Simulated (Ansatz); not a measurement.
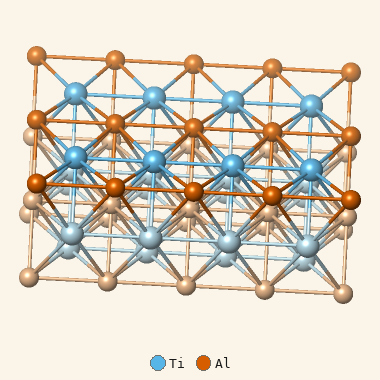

The system is N₂ on a TiAl(101) slab cut from the P4/mmm phase, its upper half relaxed before the scan (12 atoms of substrate and one adsorbate in a 2 × 1 cell); the picture shows it without the atoms that are moved over the map. N2 is moved over the surface cell at a fixed height above a rigid substrate; the origin of the map has the adsorbate above Al11; the height is held at 3.00 Å. Places are given modulo a cell vector. The map is drawn in real space over the plane of the surface. The grid has 4 × 4 points; 12 points were computed and 4 follow by symmetry. Places are given in fractions of the 1 × 1 surface cell. Energies: meV, counted from the lowest grid point. At a fixed height the lowest place need not be the adsorption site. These are results of DFT PBE+D3(BJ), scalar-relativistic, plane waves, PAW in Ansatz 0.2.0, not measurements. Settings: cutoff 420 eV, k-mesh 5×6×1, gaussian smearing 0.1 eV, no spin polarisation.

Range: position of N13 along the first surface vector from 0.00 to 0.75; position of N13 along the second surface vector from 0.00 to 0.75.

Question: What will the energy surface look like?

Answer: The lowest grid point is at the top site over a surface Ti atom, (2/4, 2/4) of the cell vectors. The highest grid point, the top site over a surface Al atom, (0/4, 0/4) of the cell vectors, lies 245 meV above the lowest.

| second ↓, first → | 0/4 | 1/4 | 2/4 | 3/4 |
| --- | --- | --- | --- | --- |
| 3/4 | 215 | 184 | 154 | 184 |
| 2/4 | 95 | 47 | 0 | 47 |
| 1/4 | 190 | 159 | 130 | 159 |
| 0/4 | 245 | 238 | 232 | 238 |

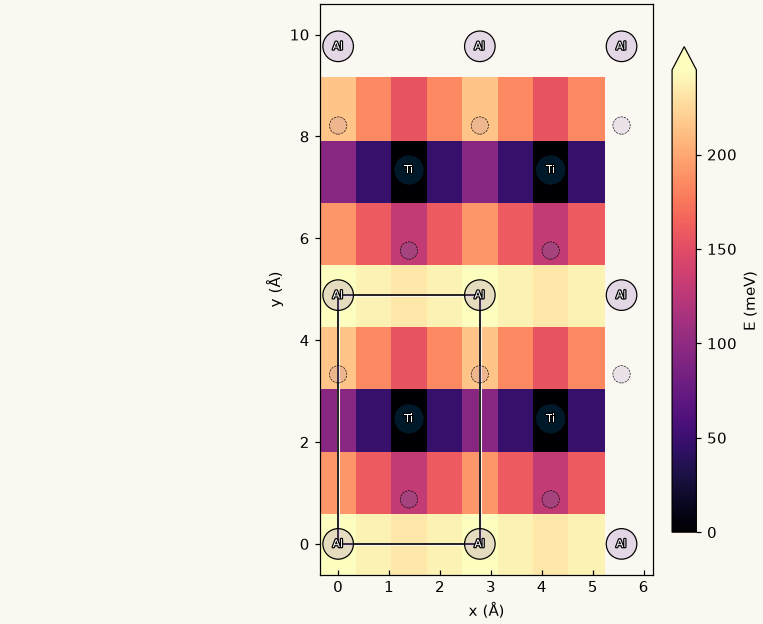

In the figure: one coloured cell a grid point, labelled circles for the atoms of the top layer and small ones for the second layer, the outline of one cell of the 2 × 2 shown, one colour for all values above the top of the scale.

Each point was launched as `ansatz run input.yaml --threads 4 --pin off --max-ram 12288MiB --backend cpu --events-out ev --progress --plain --runs-dir out`. The whole map (12 points run) took 6.5 min on 4 threads of Arm Neoverse N1 (shared host).

PAW datasets: the set soft_1.
